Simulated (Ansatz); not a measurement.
# How far to go with the plane-wave cutoff: Cu (I4/mmm, 1 atom in the cell)

```
Cu
1.0
   -1.45508     1.45508     1.36632
    1.45508    -1.45508     1.36632
    1.45508     1.45508    -1.36632
Cu
1
Direct
  0.00000   0.00000   0.00000
```

Level of theory: LDA (PW92), default PAW files made with PBE (plane waves; Ansatz, a quantum-chemistry and plane-wave program).

Base settings: basis.ecutwfc = 30.9 Ry; kpoints.mp_grid.grid = 16 16 16; hamiltonian.xc = lda; hamiltonian.pseudopotentials = {kind: paw} (the program's default PAW files); scf.occupations.method = gaussian; scf.occupations.width = 0.0073 Ry.

The second cell is the first with its lattice scaled by 0.98.

The mesh stays at the base's, so the ladder's end is converged at best in this setting alone.

The first pressure column holds Ansatz's estimate of the finite-basis (Pulay) stress, which hides part of the cutoff error; the other is without it.

Only quantities that move along the ladder and can be compared are tabulated.

The count of work is k-points × plane waves × bands × iterations; it is no time. 

The starting cell comes from a database of computed structures (which also holds hypothetical and non-ambient phases and stackings), without a prior relaxation at this level. Its lattice was rescaled by up to half a per cent. Spin polarisation is off. In the base run, with a pressure of about -9 GPa the cell is away from its equilibrium volume at this level.

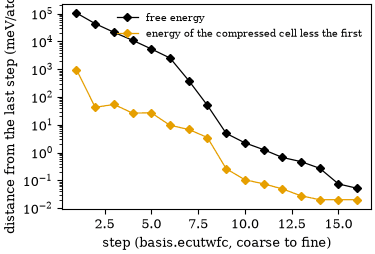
Fig. 1. Distance from the last step along the ladder; very small values are drawn at a floor.

```tsv
basis.ecutwfc	free energy less the last step's (meV/atom)	energy of the compressed cell less the first (meV/atom)	pressure (GPa)	pressure without the Pulay estimate (GPa)	count of work / last
10.7 Ry	106060.10	952.46	164.30	-5058.76	0.091
12.5 Ry	43832.08	-62.13	25.61	-2417.87	0.085
14 Ry	21475.09	-73.71	-9.49	-1320.06	0.11
15.4 Ry	11063.38	6.68	-8.80	-759.57	0.11
16.9 Ry	5378.25	-46.64	-8.05	-421.91	0.10
18.4 Ry	2532.82	-29.21	-8.96	-232.36	0.10
21.7 Ry	390.20	-12.85	-6.99	-56.74	0.16
24.6 Ry	49.69	-16.16	-8.53	-17.35	0.19
27.9 Ry	4.90	-19.37	-9.17	-9.79	0.22
30.9 Ry	2.23	-19.52	-9.21	-9.31	0.26
33.8 Ry	1.27	-19.55	-9.21	-9.30	0.28
37.1 Ry	0.67	-19.58	-9.22	-9.25	0.36
41.5 Ry	0.47	-19.60	-9.22	-9.24	0.41
46.3 Ry	0.27	-19.61	-9.23	-9.25	0.48
54 Ry	0.07	-19.62	-9.23	-9.23	0.62
61.7 Ry	0.05	-19.63	-9.23	-9.23	0.75
74.2 Ry	0.00	-19.63	-9.23	-9.24	1.0
```

Coarsest basis.ecutwfc that holds the pressure within 0.5 GPa of the last step, with all finer ones: 27.9 Ry, at 0.22 of the last step's count of work; the step before is off by 0.70 GPa.

Coarsest basis.ecutwfc that holds the energy of the compressed cell less the first within 2 meV/atom of the last step, with all finer ones: 27.9 Ry, at 0.22 of the last step's count of work; the step before is off by 3.5 meV/atom.

Coarsest basis.ecutwfc that holds the free energy within 1 meV/atom of the last step, with all finer ones: 37.1 Ry, at 0.36 of the last step's count of work; the step before is off by 1.3 meV/atom.

The energy difference between the two cells stays within 1 meV/atom of the last step's from 27.9 Ry on, the total only from 37.1 Ry on: much of the error is common to both cells and cancels.

At the lowest cutoff the pressure without the Pulay estimate lies 5050 GPa under the last step's, the usual sign of Pulay stress in an incomplete plane-wave basis.

Keys are those of Ansatz 0.2.
